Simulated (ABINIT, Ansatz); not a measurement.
# KBr (Fm-3m): one start, several treatments of the self-energy

Wanted: the gap of KBr (Fm-3m) under several approximations, with cost.

Main program and level: ABINIT 10.8.3; LDA and many-body steps on it, plane waves.

## Step 1: Set-up

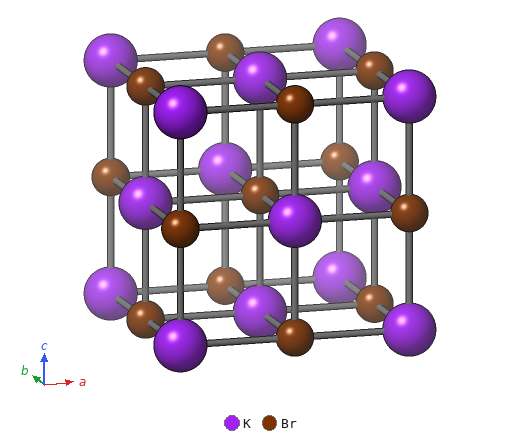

The starting structure, seen slightly off an axis (potassium purple, bromine brown). This picture shows the conventional cell, with its axes. Some periodic images of atoms are drawn too.

The cell and positions come from the Crystallography Open Database and are kept as given unless a step says otherwise.

## Step 2: Empty states on the mesh, 4×4×4 mesh, 230 bands

This step: ABINIT 10.8.3; DFT, LDA, plane waves, norm-conserving pseudopotentials.

The sums over transitions need many empty states on a uniform mesh; this step solves for them.

run.abi reads:

```
acell 3*1.0 Angstrom
rprim 
  0.000000000000 3.300000000000 3.300000000000
  3.300000000000 0.000000000000 3.300000000000
  3.300000000000 3.300000000000 0.000000000000
ntypat 2
znucl 19 35
natom 2
typat 1 2
xred 
  0.000000000000 0.000000000000 0.000000000000
  0.500000000000 0.500000000000 0.500000000000
pp_dirpath "pseudos"
pseudos "K.upf, Br.upf"
ecut 32
ngkpt 4 4 4
nshiftk 1
shiftk 0 0 0
kptopt 1
chksymbreak 0
irdden 1
istwfk *1
nband 230
prtvol 0
optdriver 6
gwr_task "HDIAGO"
paral_kgb 0
occopt 1
indata_prefix "in"
outdata_prefix "out"
tmpdata_prefix "tmp"
```

Launch:

```sh
$ OMP_NUM_THREADS=1 mpirun -n 4 abinit run.abi > log
```

The log of the run:

```text
.Version 10.8.3 of ABINIT. v10.8.2 released Aug 2026.

 Symmetries : space group Fm -3 m (#225); Bravais cF (face-center cubic)
[... echo of the input left out ...]
== DATASET  1 ==================================================================
-   mpi_nproc: 4, omp_nthreads: 1 (-1 if OMP is not activated)

--- !DatasetInfo
iteration_state: {dtset: 1, }
dimensions: {natom: 2, nkpt: 8, mband: 230, nsppol: 1, nspinor: 1, nspden: 1, mpw: 4279, }
cutoff_energies: {ecut:  32.0, pawecutdg:  -1.0, }
[...]
Direct band gap semiconductor
 Fundamental gap:     4.032 (eV)
   VBM:    -0.201 (eV) at k: [ 0.0000E+00,  0.0000E+00,  0.0000E+00]
   CBM:     3.831 (eV) at k: [ 0.0000E+00,  0.0000E+00,  0.0000E+00]
 Direct gap:         4.032 (eV) at k: [ 0.0000E+00,  0.0000E+00,  0.0000E+00]

== END DATASET(S) ==============================================================
================================================================================

 -outvars: echo values of variables after computation  --------
           etotal      0.0000000000E+00
            nband         230
             nkpt           8
          spgroup         225
 [... the other variables as echoed above ...]

 Calculation completed.
```

Elapsed: 1.8 min, on 4 MPI ranks of Arm Neoverse V2, shared host; peak memory 4.1 GiB.

Numbers from this step:

```yaml
gap: 4.032 eV
k_of_the_valence_top: 0, 0, 0
k_of_the_conduction_bottom: 0, 0, 0
least_direct_gap: 4.032 eV
k_points_computed: 8
lowest_point_of_the_top_converged_band_above_the_valence_top: 112.5320 eV
```

On this mesh the gap is 4.032 eV.

The density comes from a self-consistent run that is not shown.

## Step 3: Screening, 4×4×4 mesh, 95 bands, screening to 141.5 eV

The RPA dielectric matrix is built and inverted for each q.

This step: RPA screening on LDA, plane waves, norm-conserving pseudopotentials.

Changes to run.abi since step 2:

```diff
@@ -20,10 +20,11 @@
 chksymbreak 0
-irdden 1
 istwfk *1
-nband 230
-prtvol 0
-optdriver 6
-gwr_task "HDIAGO"
-paral_kgb 0
 occopt 1
+irdwfk 1
+optdriver 3
+nband 95
+ecuteps 5.2
+inclvkb 2
+awtr 1
+symchi 1
 indata_prefix "in"
```

The log of the run:

```text
.Version 10.8.3 of ABINIT. v10.8.2 released Aug 2026.

 Symmetries : space group Fm -3 m (#225); Bravais cF (face-center cubic)
[... echo of the input left out ...]
== DATASET  1 ==================================================================
-   mpi_nproc: 4, omp_nthreads: 1 (-1 if OMP is not activated)

--- !DatasetInfo
iteration_state: {dtset: 1, }
dimensions: {natom: 2, nkpt: 8, mband: 95, nsppol: 1, nspinor: 1, nspden: 1, mpw: 4279, }
cutoff_energies: {ecut:  32.0, pawecutdg:  -1.0, }
electrons: {nelect:   1.60000000E+01, charge:   0.00000000E+00, occopt:   1.00000000E+00, tsmear:   1.00000000E-02, }

 SCREENING: Calculation of the susceptibility and dielectric matrices

 Based on a program developped by R.W. Godby, V. Olevano, G. Onida, and L. Reining.
 Incorporated in ABINIT by V. Olevano, G.-M. Rignanese, and M. Torrent.
.Using double precision arithmetic ; gwpc =  8

[... cell and pseudopotentials left out ...]
--------------------------------------------------------------------------------

 ==== K-mesh for the wavefunctions ====
 Number of points in the irreducible wedge :     8
[... list of points left out ...]
 Together with 48 symmetry operations and time-reversal symmetry
 yields    64 points in the full Brillouin Zone.

 ==== Q-mesh for the screening function ====
 Number of points in the irreducible wedge :     8
[... list of points left out ...]
 Together with 48 symmetry operations and time-reversal symmetry
 yields    64 points in the full Brillouin Zone.

 setmesh: FFT mesh size selected  =    32x   32x   32
          total number of points  =        32768

 vcoul_init : cutoff-mode = AUXILIARY_FUNCTION
 q-points for optical limit:   1
     1)      0.000010    0.000020    0.000030

- screening: taking advantage of time-reversal symmetry
- Maximum band index for partially occupied states nbvw = 8
- Remaining bands to be divided among processors   nbcw = 87
- Number of bands treated by each node ~21

 Number of electrons calculated from density =   16.0000; Expected =   16.0000
 average of density, n =  0.032988
 r_s =    1.9343
 omega_plasma =   17.5199 [eV]

 calculating chi0 at frequencies [eV] :
  1    0.000000E+00    0.000000E+00
  2    0.000000E+00    1.751989E+01

--------------------------------------------------------------------------------
  q-point number  1        q = ( 0.000000, 0.000000, 0.000000) [r.l.u.]
--------------------------------------------------------------------------------
[... chi0 elements left out ...]
 For q-point:  0.000010 0.000020 0.000030
  dielectric constant =   2.4992
  dielectric constant without local fields =   2.9940

  Average fulfillment of the sum rule on Im[epsilon] for q-point    1 :     72.71  [%]
[... wings left out ...]
  q-point number  2        q = ( 0.250000, 0.000000, 0.000000) [r.l.u.]
--------------------------------------------------------------------------------
[... chi0 elements left out ...]
  Average fulfillment of the sum rule on Im[epsilon] for q-point    2 :     82.16  [%]

 [... 6 further q-points ...]
```

Run time: 21 s. Hardware: 4 MPI ranks; peak memory 0.96 GiB.

This step gave:

| Quantity | Value |
| --- | --- |
| ε∞ with local fields, on this mesh, along the program's q direction | 2.499 |
| the same without local fields | 2.994 |
| plasma frequency | 17.52 eV |
| plane waves in the screening matrix | 283 |

Local fields lower ε∞ by 17 %.

## Step 4: G0W0, Godby-Needs plasmon pole

The self-energy is evaluated for the states that the input lists, and the levels follow from it, in one-shot runs by the linearised quasiparticle equation.

This step: G0W0 on LDA, plane waves, norm-conserving pseudopotentials.

Changes to run.abi since step 3:

```diff
@@ -23,8 +23,15 @@
 irdwfk 1
-optdriver 3
+optdriver 4
 nband 95
+gwcalctyp 0
+ecutsigx 32
+symsigma 1
+nkptgw 1
+kptgw 
+  0.0000000000 0.0000000000 0.0000000000
+bdgw 
+  6 12
 ecuteps 5.2
-inclvkb 2
-awtr 1
-symchi 1
+irdscr 1
+ppmodel 1
 indata_prefix "in"
```

The log of the run:

```text
.Version 10.8.3 of ABINIT. v10.8.2 released Aug 2026.

 Symmetries : space group Fm -3 m (#225); Bravais cF (face-center cubic)
[... echo of the input left out ...]
== DATASET  1 ==================================================================
-   mpi_nproc: 4, omp_nthreads: 1 (-1 if OMP is not activated)

--- !DatasetInfo
iteration_state: {dtset: 1, }
dimensions: {natom: 2, nkpt: 8, mband: 95, nsppol: 1, nspinor: 1, nspden: 1, mpw: 4279, }
cutoff_energies: {ecut:  32.0, pawecutdg:  -1.0, }
electrons: {nelect:   1.60000000E+01, charge:   0.00000000E+00, occopt:   1.00000000E+00, tsmear:   1.00000000E-02, }

 SIGMA: Calculation of the GW corrections

 Based on a program developped by R.W. Godby, V. Olevano, G. Onida, and L. Reining.
 Incorporated in ABINIT by V. Olevano, G.-M. Rignanese, and M. Torrent.
.Using double precision arithmetic ; gwpc =  8

[... cell and pseudopotentials left out ...]
--------------------------------------------------------------------------------

 ==== K-mesh for the wavefunctions ====
 Number of points in the irreducible wedge :     8
[... list of points left out ...]
 Together with 48 symmetry operations and time-reversal symmetry
 yields    64 points in the full Brillouin Zone.

 ==== Q-mesh for screening function ====
 Number of points in the irreducible wedge :     8
[... list of points left out ...]
 Together with 48 symmetry operations and time-reversal symmetry
 yields    64 points in the full Brillouin Zone.

 vcoul_init : cutoff-mode = AUXILIARY_FUNCTION
 q-points for optical limit:   1
     1)      0.000010    0.000020    0.000030
 setmesh: FFT mesh size selected  =    45x   45x   45
          total number of points  =        91125

 Number of electrons calculated from density =   16.0000; Expected =   16.0000
 average of density, n =  0.032988
 r_s =    1.9343
 omega_plasma =   17.5199 [eV]

 === KS Band Gaps ===
  >>>> For spin  1
   Minimum direct gap =   4.0319 [eV], located at k-point      :   0.0000  0.0000  0.0000
   Fundamental gap    =   4.0319 [eV], Top of valence bands at :   0.0000  0.0000  0.0000
                                       Bottom of conduction at :   0.0000  0.0000  0.0000
 SIGMA fundamental parameters:
 PLASMON POLE MODEL  1
 number of plane-waves for SigmaX                 4279
 number of plane-waves for SigmaC and W            283
 number of plane-waves for wavefunctions          4279
 number of bands                                    95
 number of independent spin polarizations            1
 number of spinorial components                      1
 number of k-points in IBZ                           8
 number of q-points in IBZ                           8
 number of symmetry operations                      48
 number of k-points in BZ                           64
 number of q-points in BZ                           64
 number of frequencies for dSigma/dE                 9
 frequency step for dSigma/dE [eV]                0.25
 number of omega for Sigma on real axis              0
 max omega for Sigma on real axis  [eV]           0.00
 zcut for avoiding poles [eV]                     0.10

 EPSILON^-1 parameters (SCR file):
 dimension of the eps^-1 matrix on file            283
 dimension of the eps^-1 matrix used               283
 number of plane-waves for wavefunctions          4279
 number of bands                                    95
 number of q-points in IBZ                           8
 number of frequencies                               2
 number of real frequencies                          1
 number of imag frequencies                          1

 matrix elements of self-energy operator (all in [eV])

 Perturbative Calculation

--- !SelfEnergy_ee
iteration_state: {dtset: 1, }
kpoint     : [   0.000,    0.000,    0.000, ]
spin       : 1
KS_gap     :    4.032
QP_gap     :    6.785
Delta_QP_KS:    2.753
data: !SigmaeeData |
     Band     E0 <VxcDFT>   SigX SigC(E0)      Z dSigC/dE  Sig(E)    E-E0       E
        6  -0.201 -12.640 -16.505   1.837   0.810  -0.235 -14.282  -1.641  -1.843
        7  -0.201 -12.640 -16.505   1.837   0.810  -0.235 -14.282  -1.641  -1.843
        8  -0.201 -12.640 -16.505   1.837   0.810  -0.235 -14.282  -1.641  -1.843
        9   3.831  -7.272  -3.194  -2.786   0.861  -0.162  -6.161   1.111   4.942
       10   7.158  -8.721  -3.699  -2.973   0.855  -0.170  -6.969   1.752   8.910
       11   7.158  -8.721  -3.699  -2.973   0.855  -0.170  -6.969   1.752   8.910
       12   7.158  -8.721  -3.699  -2.973   0.855  -0.170  -6.969   1.752   8.910

== END DATASET(S) ==============================================================
================================================================================

 -outvars: echo values of variables after computation  --------
           etotal      0.0000000000E+00
            nband          95
             nkpt           8
          spgroup         225
 [... the other variables as echoed above ...]

 Calculation completed.
```

It took 6.7 s on 4 MPI ranks; peak memory 0.98 GiB; 26 s of CPU time.

Numbers from this step:

```
G0W0 gap on the points computed              : 6.785 eV
starting gap on the mesh                     : 4.032 eV
k of the valence top                         : 0, 0, 0
k of the conduction bottom                   : 0, 0, 0
Z at the valence top                         : 0.81
Z at the conduction bottom                   : 0.861
least direct G0W0 gap on the computed points : 6.785 eV
```

The gap on the mesh goes from 4.03 eV to 6.79 eV, a correction of +2.75 eV.

## Step 5: G0W0, Engel-Farid plasmon pole

Changes to run.abi since step 4:

```diff
@@ -35,3 +35,3 @@
 irdscr 1
-ppmodel 1
+ppmodel 4
 indata_prefix "in"
```

The log of the run:

```text
.Version 10.8.3 of ABINIT. v10.8.2 released Aug 2026.

 Symmetries : space group Fm -3 m (#225); Bravais cF (face-center cubic)
[... echo of the input left out ...]
== DATASET  1 ==================================================================
-   mpi_nproc: 4, omp_nthreads: 1 (-1 if OMP is not activated)

--- !DatasetInfo
iteration_state: {dtset: 1, }
dimensions: {natom: 2, nkpt: 8, mband: 95, nsppol: 1, nspinor: 1, nspden: 1, mpw: 4279, }
cutoff_energies: {ecut:  32.0, pawecutdg:  -1.0, }
electrons: {nelect:   1.60000000E+01, charge:   0.00000000E+00, occopt:   1.00000000E+00, tsmear:   1.00000000E-02, }

 SIGMA: Calculation of the GW corrections

 Based on a program developped by R.W. Godby, V. Olevano, G. Onida, and L. Reining.
 Incorporated in ABINIT by V. Olevano, G.-M. Rignanese, and M. Torrent.
.Using double precision arithmetic ; gwpc =  8

[... cell and pseudopotentials left out ...]
--------------------------------------------------------------------------------

 ==== K-mesh for the wavefunctions ====
 Number of points in the irreducible wedge :     8
[... list of points left out ...]
 Together with 48 symmetry operations and time-reversal symmetry
 yields    64 points in the full Brillouin Zone.

 ==== Q-mesh for screening function ====
 Number of points in the irreducible wedge :     8
[... list of points left out ...]
 Together with 48 symmetry operations and time-reversal symmetry
 yields    64 points in the full Brillouin Zone.

 vcoul_init : cutoff-mode = AUXILIARY_FUNCTION
 q-points for optical limit:   1
     1)      0.000010    0.000020    0.000030
 setmesh: FFT mesh size selected  =    45x   45x   45
          total number of points  =        91125

 Number of electrons calculated from density =   16.0000; Expected =   16.0000
[...]
number of q-points in BZ                           64
 number of frequencies for dSigma/dE                 9
 frequency step for dSigma/dE [eV]                0.25
 number of omega for Sigma on real axis              0
 max omega for Sigma on real axis  [eV]           0.00
 zcut for avoiding poles [eV]                     0.10

 EPSILON^-1 parameters (SCR file):
 dimension of the eps^-1 matrix on file            283
 dimension of the eps^-1 matrix used               283
 number of plane-waves for wavefunctions          4279
 number of bands                                    95
 number of q-points in IBZ                           8
 number of frequencies                               2
 number of real frequencies                          1
 number of imag frequencies                          1

 matrix elements of self-energy operator (all in [eV])

 Perturbative Calculation

--- !SelfEnergy_ee
iteration_state: {dtset: 1, }
kpoint     : [   0.000,    0.000,    0.000, ]
spin       : 1
KS_gap     :    4.032
QP_gap     :    6.842
Delta_QP_KS:    2.810
data: !SigmaeeData |
     Band     E0 <VxcDFT>   SigX SigC(E0)      Z dSigC/dE  Sig(E)    E-E0       E
        6  -0.201 -12.640 -16.505   1.684   0.819  -0.221 -14.426  -1.785  -1.987
        7  -0.201 -12.640 -16.505   1.684   0.819  -0.221 -14.426  -1.785  -1.987
        8  -0.201 -12.640 -16.505   1.684   0.819  -0.221 -14.426  -1.785  -1.987
        9   3.831  -7.272  -3.194  -2.897   0.868  -0.152  -6.247   1.025   4.855
       10   7.158  -8.721  -3.699  -3.030   0.861  -0.161  -7.005   1.716   8.874
       11   7.158  -8.721  -3.699  -3.030   0.861  -0.161  -7.005   1.716   8.874
       12   7.158  -8.721  -3.699  -3.030   0.861  -0.161  -7.005   1.716   8.874

== END DATASET(S) ==============================================================
================================================================================

 -outvars: echo values of variables after computation  --------
           etotal      0.0000000000E+00
            nband          95
             nkpt           8
          spgroup         225
 [... the other variables as echoed above ...]

 Calculation completed.
```

Wall time 4.5 s (4 MPI ranks); peak memory 0.81 GiB; 18 s of CPU time.

This step gave:

| Item | Value |
| --- | --- |
| G0W0 gap on the points computed | 6.842 eV |
| starting gap on the mesh | 4.032 eV |
| k of the valence top | 0, 0, 0 |
| k of the conduction bottom | 0, 0, 0 |
| Z at the valence top | 0.819 |
| Z at the conduction bottom | 0.868 |
| least direct G0W0 gap on the computed points | 6.842 eV |

Against G0W0 in ABINIT (4×4×4 mesh, 95 bands, screening to 141.5 eV, Godby-Needs plasmon pole), the gap moves by +0.057 eV.

## Step 6: G0W0, von der Linden-Horsch plasmon pole

Changes to run.abi since step 5:

```diff
@@ -35,3 +35,3 @@
 irdscr 1
-ppmodel 4
+ppmodel 3
 indata_prefix "in"
```

The log of the run:

```text
.Version 10.8.3 of ABINIT. v10.8.2 released Aug 2026.

 Symmetries : space group Fm -3 m (#225); Bravais cF (face-center cubic)
[... echo of the input left out ...]
== DATASET  1 ==================================================================
-   mpi_nproc: 4, omp_nthreads: 1 (-1 if OMP is not activated)

--- !DatasetInfo
iteration_state: {dtset: 1, }
dimensions: {natom: 2, nkpt: 8, mband: 95, nsppol: 1, nspinor: 1, nspden: 1, mpw: 4279, }
cutoff_energies: {ecut:  32.0, pawecutdg:  -1.0, }
[...]
10   7.158  -8.721  -3.699  -3.236   0.906  -0.104  -7.102   1.619   8.777
       11   7.158  -8.721  -3.699  -3.236   0.906  -0.104  -7.102   1.619   8.777
       12   7.158  -8.721  -3.699  -3.236   0.906  -0.104  -7.102   1.619   8.777

== END DATASET(S) ==============================================================
================================================================================

 -outvars: echo values of variables after computation  --------
           etotal      0.0000000000E+00
            nband          95
             nkpt           8
          spgroup         225
 [... the other variables as echoed above ...]

 Calculation completed.
```

Elapsed: 4.5 s, on 4 MPI ranks; peak memory 0.81 GiB.

This step gave:

```
G0W0 gap on the points computed              : 6.972 eV
starting gap on the mesh                     : 4.032 eV
k of the valence top                         : 0, 0, 0
k of the conduction bottom                   : 0, 0, 0
least direct G0W0 gap on the computed points : 6.972 eV
```

Against G0W0 in ABINIT (4×4×4 mesh, 95 bands, screening to 141.5 eV, Godby-Needs plasmon pole), the gap moves by +0.187 eV.

## Step 7: One-shot Hartree-Fock

This step: one-shot Hartree-Fock on LDA, plane waves, norm-conserving pseudopotentials.

Changes to run.abi since step 6:

```diff
@@ -24,4 +24,4 @@
 optdriver 4
-nband 95
-gwcalctyp 0
+nband 12
+gwcalctyp 5
 ecutsigx 32
@@ -33,5 +33,4 @@
   6 12
-ecuteps 5.2
-irdscr 1
-ppmodel 3
+ixc_sigma 40
+fftgw 31
 indata_prefix "in"
```

The log of the run:

```text
.Version 10.8.3 of ABINIT. v10.8.2 released Aug 2026.

 Symmetries : space group Fm -3 m (#225); Bravais cF (face-center cubic)
[... echo of the input left out ...]
== DATASET  1 ==================================================================
-   mpi_nproc: 4, omp_nthreads: 1 (-1 if OMP is not activated)

--- !DatasetInfo
iteration_state: {dtset: 1, }
dimensions: {natom: 2, nkpt: 8, mband: 12, nsppol: 1, nspinor: 1, nspden: 1, mpw: 4279, }
cutoff_energies: {ecut:  32.0, pawecutdg:  -1.0, }
[...]
10   7.158  -8.721  -3.699   0.000   1.000   0.000  -3.699   5.022  12.180
       11   7.158  -8.721  -3.699   0.000   1.000   0.000  -3.699   5.022  12.180
       12   7.158  -8.721  -3.699   0.000   1.000   0.000  -3.699   5.022  12.180

== END DATASET(S) ==============================================================
================================================================================

 -outvars: echo values of variables after computation  --------
           etotal      0.0000000000E+00
            nband          12
             nkpt           8
          spgroup         225
 [... the other variables as echoed above ...]

 Calculation completed.
```

Wall time 2.3 s (4 MPI ranks); peak memory 0.18 GiB.

This step gave:

```yaml
quasiparticle_gap_on_the_points_computed: 11.97 eV
starting_gap_on_the_mesh: 4.032 eV
k_of_the_valence_top: 0, 0, 0
k_of_the_conduction_bottom: 0, 0, 0
least_direct_quasiparticle_gap_on_the_computed_points: 11.97 eV
```

Against G0W0 in ABINIT (4×4×4 mesh, 95 bands, screening to 141.5 eV, Godby-Needs plasmon pole), the gap moves by +5.190 eV.

(Part 1 of 2 ends here.)

[Paths, hosts, dates, memory and timing lines, banners, echoed tables and standing remarks are left out of the program output.]

[Logs are printed without paths, hosts, clocks, repeated set-up lines and the standing remarks that a program may print on its own settings, such as how far it seeks lower states.]

[Runs of the session that timed out or met a known fault of the program may be left out.]

[Hosts, paths, dates, database ids (printed as entryN), source tags and the programs' standing remarks are cut or masked in the printed files.]

[G0W0 gaps are taken among the corrected bands and points alone; a level outside them can change the order at an edge.]

[Where Ansatz stands beside ABINIT at settings called matched, ABINIT's density can come from a denser mesh and the files from another edition; pairs whose starting gaps differed by over 0.03 eV were left out, so agreement reads better than it is.]
